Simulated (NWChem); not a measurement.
# UCAM-B3LYP/DGauss-DZVP run of C2H5O (ethoxy radical)

What is the electronic atomisation energy of C2H5O (ethoxy radical) at UCAM-B3LYP/DGauss-DZVP? 

The results are computed with NWChem 7.3.0.

3 further runs of the same task are left out: 3 set aside as unsound or not needed.

## (1) The molecule

C2H5O: 8 atoms, total charge 0, spin state doublet. SMILES: `CC[O]`. The shape is that of a PBE0-D4/def2-TZVP optimisation.

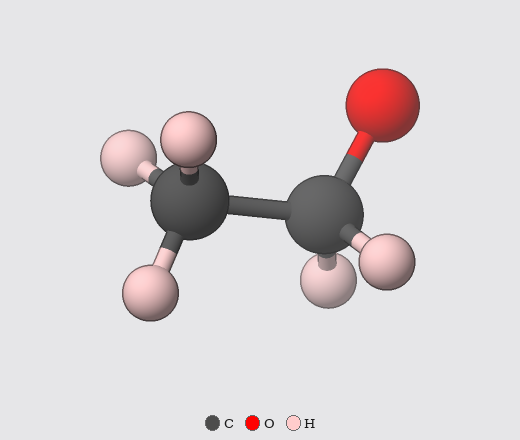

Viewed from a chosen angle; carbon dark grey, oxygen red, hydrogen pink.

## (2) A single-point energy at UCAM-B3LYP/DGauss-DZVP (run 1)

job.nw reads:

```
start job
title "C2H5O energy"
memory total 2200 mb

geometry units atomic noautosym nocenter noautoz
  C  -0.84810908  1.12268629 -0.49983256
  C   0.74228442 -1.05938047  0.45315632
  O   3.16812585 -0.49775386  1.05824663
  H  -2.76788185  0.49756489 -0.93579238
  H  -0.02059801  1.92468606 -2.21097957
  H  -0.95582347  2.61197945  0.92350916
  H   0.79784237 -2.63560103 -0.92407607
  H  -0.11584021 -1.96399236  2.13557949
end

basis spherical bse
  * library DGauss-DZVP
end

dft
  xc xcamb88 1.00 lyp 0.81 vwn_5 0.19 hfexch 1.00
  cam 0.33 cam_alpha 0.19 cam_beta 0.46
  mult 2
  grid fine
  convergence energy 1e-08
  direct
  iterations 100
  mulliken
  print low
end

task dft energy
```

The run is started by

```sh
$ nwchem job.nw > job.out
```

The log of the run:

```text
[...]
 d= 0,ls=0.0,diis     1   -154.2059906871 -2.29D+02  1.18D-02  1.38D-01     3.1
[...]
 d= 0,ls=0.0,diis    11   -154.3189401309 -8.00D-09  8.01D-07  1.10D-09    27.8
[...]
         Total DFT energy =     -154.318940130863
      One electron energy =     -356.287098802545
           Coulomb energy =      148.578399586970
    Exchange-Corr. energy =      -21.122383546307
 Nuclear repulsion energy =       74.512142631018
[...]
      Total Density - Mulliken Population Analysis
     ---------------------------------------------
    Atom       Charge   Shell Charges
 -----------   ------   -------------------------------------------------------
    1 C    6     6.61   2.00  0.75  0.55  2.67  0.59  0.05
    2 C    6     6.22   2.00  0.76  0.45  2.53  0.36  0.11
    3 O    8     8.23   2.00  0.97  0.88  3.32  1.04  0.02
    4 H    1     0.81   0.56  0.24
    5 H    1     0.78   0.56  0.22
    6 H    1     0.78   0.56  0.22
    7 H    1     0.78   0.55  0.23
    8 H    1     0.78   0.55  0.23
[...]
      <S2> =      0.7539 (Exact =     0.7500)
[...]
```

Run time: 29 s. Hardware: 1 thread of Intel Xeon Platinum 8488C (Sapphire Rapids), shared host; peak memory 0.11 GiB.

## (3) The C atom at the same level (run 2)

c.nw reads:

```
start c
title "C"
memory 2200 mb
geometry noautosym nocenter noautoz
   C     0.000000    0.000000    0.000000
end
basis spherical bse
   C library DGauss-DZVP
end
dft
   xc xcamb88 1.00 lyp 0.81 vwn_5 0.19 hfexch 1.00
   cam 0.33 cam_alpha 0.19 cam_beta 0.46
   mult 3
   grid fine
   convergence energy 1e-08
   direct
   maxiter 100
   mulliken
   print low
end
task dft energy
```

Run the same way, it converges to -37.83039 Eh (log not shown).

Run 3 isn't shown in full; the table further down has it.

## (4) The O atom at the same level (run 4)

o.xyz reads:

```xyz
1
O
O      0.000000     0.000000     0.000000
```

o.nw reads:

```
start o
title "O"
memory total 2200 mb

geometry noautosym nocenter noautoz
load format xyz o.xyz
end

basis spherical bse
O library DGauss-DZVP
end

dft
xc xcamb88 1.00 lyp 0.81 vwn_5 0.19 hfexch 1.00
cam 0.33 cam_alpha 0.19 cam_beta 0.46
mult 3
grid fine
convergence energy 1e-08
direct
iterations 100
mulliken
print low
end

task dft
```

Run the same way, it converges to -75.05847 Eh (log not shown).

## (5) Overview of the runs

```tsv
run	partner	energy (Eh)	⟨S²⟩	wall time
1	base	-154.318940	0.754	29 s
2	atoms	-37.830389	2.002	1 s
3	atoms	-0.497111	0.750	0.73 s
4	atoms	-75.058470	2.003	1.1 s
```

## (6) Outcome

At UCAM-B3LYP/DGauss-DZVP:

```
                     quantity         value
         O atom: total energy  -75.05847 Eh
                 O atom: ⟨S²⟩         2.003
electronic atomisation energy     30.317 eV
```

Taking the molecule apart into free atoms costs 30.32 eV (699 kcal/mol), before zero-point energy and without spin-orbit coupling. All runs together took 31 s, the longest 29 s.
